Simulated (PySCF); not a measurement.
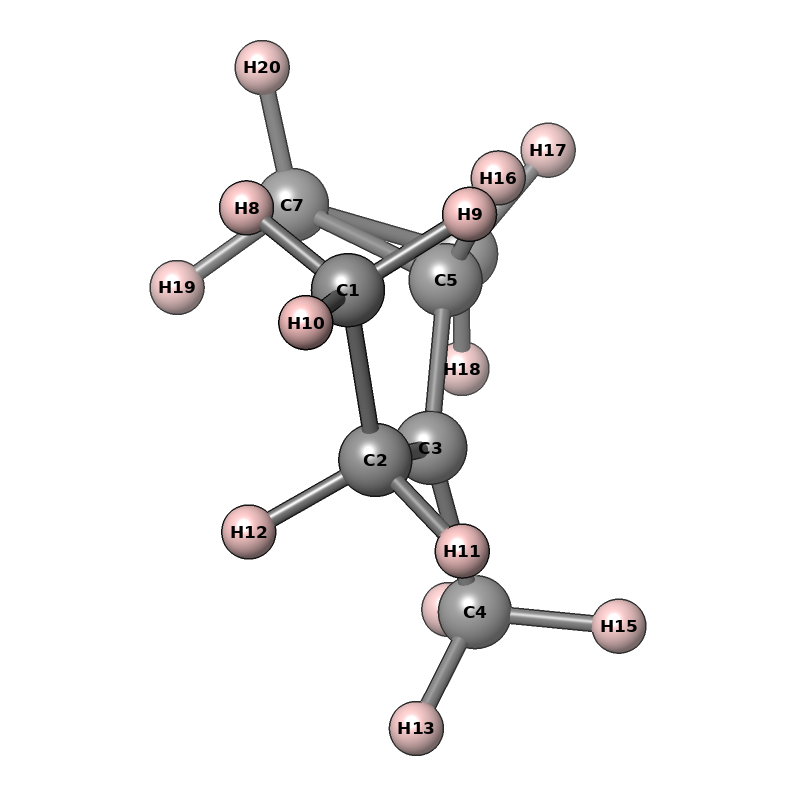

C3 lies behind C2. The molecule seen a little off the C2–C3 bond, C2 in front. Depth is shown by fading: the farther an atom, the more it takes the colour of the background. State: charge +1, singlet. Geometry: an image of a reaction path computed with GFN2-xTB, not a minimum.

Question: What is the torsion angle C1–C2–C3–C4? The sign is positive where the front bond must turn clockwise to cover the back bond.

Answer: 173°, antiperiplanar (anti).
